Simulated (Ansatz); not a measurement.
Consider AlFH₆N₂O.

Input

```
crystal:
  periodic: [false, false, false]
  atoms:
    - { symbol: Al, position_ang: [-0.070652, -0.156298, -0.200152] }
    - { symbol: F, position_ang: [-0.103548, -0.583274, 1.430799] }
    - { symbol: "N", position_ang: [1.530293, 0.020959, -0.927462] }
    - { symbol: H, position_ang: [2.381519, -0.367367, -0.535472] }
    - { symbol: H, position_ang: [1.724027, 0.449269, -1.82537] }
    - { symbol: "N", position_ang: [-1.601149, -0.103276, -1.068362] }
    - { symbol: H, position_ang: [-2.508751, -0.078572, -0.620155] }
    - { symbol: H, position_ang: [-1.711672, -0.031866, -2.071615] }
    - { symbol: O, position_ang: [0.040072, 2.246678, 1.532284] }
    - { symbol: H, position_ang: [0.9941, 2.33615, 1.415646] }
    - { symbol: H, position_ang: [-0.032737, 1.432396, 2.081159] }
basis:
  gaussian: { orbitals: def2-SVP }
hamiltonian:
  xc: r2scanh
  dispersion: d4
relax:
  f_tol: 0.03
  max_steps: 50
output:
  orbitals: {}
```

Command:

```sh
ansatz run input.yaml --threads 4 --pin off --max-ram 5120MiB --backend cpu --events-out ev --progress --plain --runs-dir out
```

The fields are those of the run's last geometry, not of the input's.

Method: RKS r2SCANh-D4/def2-SVP (Ansatz 0.2.0).

### What will maps of the electron density and electron localisation function show?

Al–N (1.77 Å): the density is about 0.83 e/Å³ at the midpoint; the ELF peaks at about 0.90 in the valence shell of N, 0.7 Å from its nucleus, and is about 0.60 at the midpoint.
Al–N (1.83 Å): ρ at the midpoint is about 0.77 e/Å³; the ELF peaks at about 0.90 in the valence shell of N, 0.7 Å from its nucleus, and is about 0.65 at the midpoint.
N–H (1.01 Å): the density is about 2.7 e/Å³ at the midpoint; the ELF climbs to about 1 towards the hydrogen, as it does in any bond to H: an ordinary covalent bond to hydrogen.

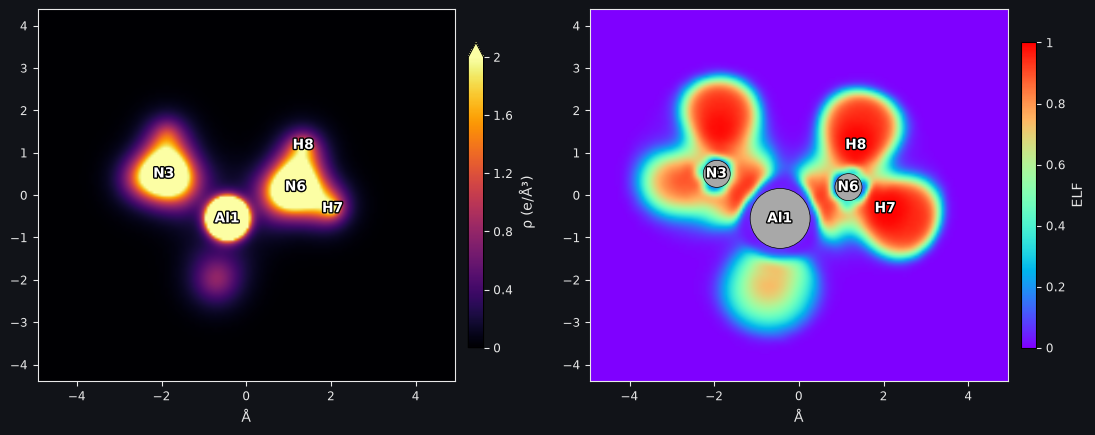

Computed electron density and electron localisation function on the plane of atoms Al1, N6 and H7, in this order. Grey discs cover the atomic cores in the ELF map. 
